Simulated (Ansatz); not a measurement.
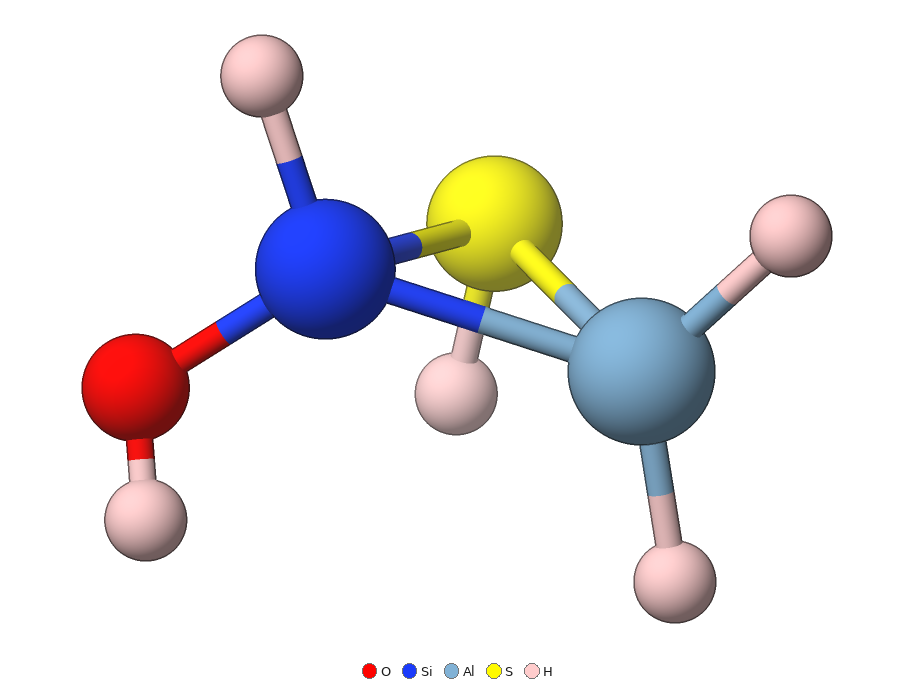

A ball-and-stick model of a molecule.

The geometry was computed by an optimisation with PBE0-D4/def2-TZVP.

> What is the molecular formula?

AlH₅OSSi, 9 atoms: 1 aluminium, 5 hydrogen, 1 oxygen, 1 sulfur and 1 silicon.

> Which point group does it belong to?

C1.

> How many atoms are distinct by symmetry?

9: 1 O, 1 Si, 1 Al, 1 S, 1 H, 1 H, 1 H, 1 H, 1 H.

> How many bonds of each kind are drawn?

2 Al–H, 1 O–Si, 1 S–H, 1 Al–Si, 1 O–H, 1 Si–H, 1 Al–S, 1 S–Si. Sticks follow a distance rule.

More results for the same structure follow; atom numbers are the same in all pictures, views and colours differ.

**Geometry**

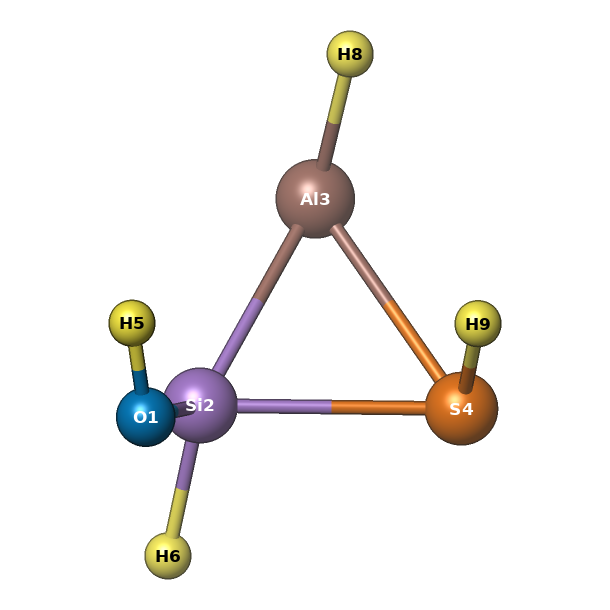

Si2 lies behind O1. The molecule seen a little off the O1–Si2 bond, O1 in front. Atoms fade into the background with distance from the viewer.

> What is the torsion angle H5–O1–Si2–S4? The sign is positive where the front bond must turn clockwise to cover the back bond.

91°, about perpendicular.

**Thermal motion**

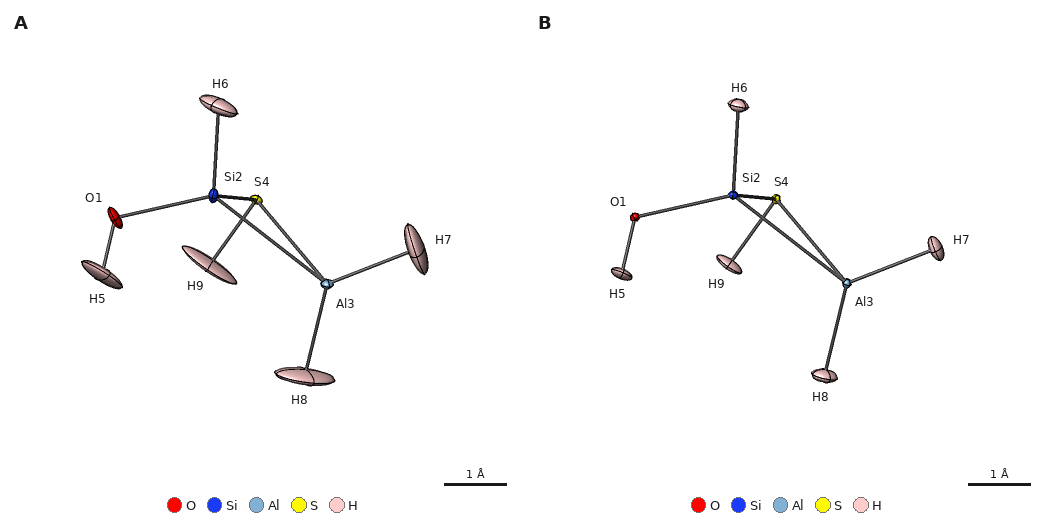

Displacement ellipsoids at the 50 % level, scaled by 0.7, from the internal vibrations of the free molecule (harmonic, no overall translation or rotation; no half-axis is drawn under 0.075 Å). Vibrations computed with RKS PBE0-D4/def2-TZVP (Ansatz 0.2.0). One panel is for 0 K (zero-point motion alone), the other for 900 K.

> Which panel is for 900 K?

A.

> How much does the mean-square displacement of O1 grow, and why?

U_eq goes from 0.0025 to 0.0185 Å², a factor of 7.5. Modes below kT (626 cm⁻¹ at 900 K) grow about in proportion to T, and the lowest lies at 120 cm⁻¹; the mean-square amplitude of a mode is its zero-point value times coth(ħω/2kT), which comes close to 1 only above about 3kT.

**Electronic properties**

Properties computed with RKS PBE0-D4/def2-QZVPP (Ansatz 0.2.0).

Predict the main results.

- HOMO energy (Kohn–Sham orbital): −6.86 eV
- LUMO energy (Kohn–Sham orbital): −0.85 eV
- HOMO–LUMO gap: 6.00 eV
- dispersion correction: −18.8 kJ/mol

**Dipole moment**

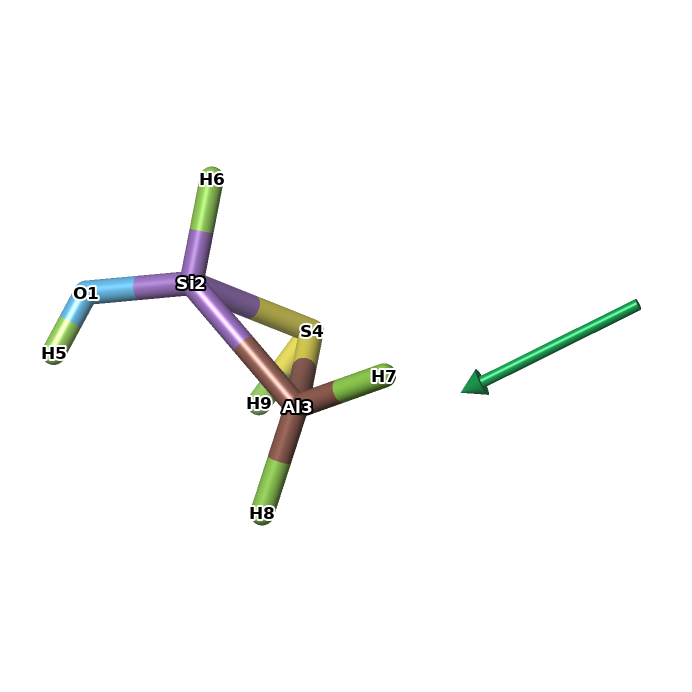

The arrow beside the molecule shows the direction of the dipole moment, from the negative to the positive end (its length means nothing). Level of theory: RKS B3LYP-D4/def2-TZVPP (Ansatz 0.2.0).

> How large is the dipole moment?

1.64 D; it points from the side of H7 to the side of H5 (the outermost atoms at the two ends).
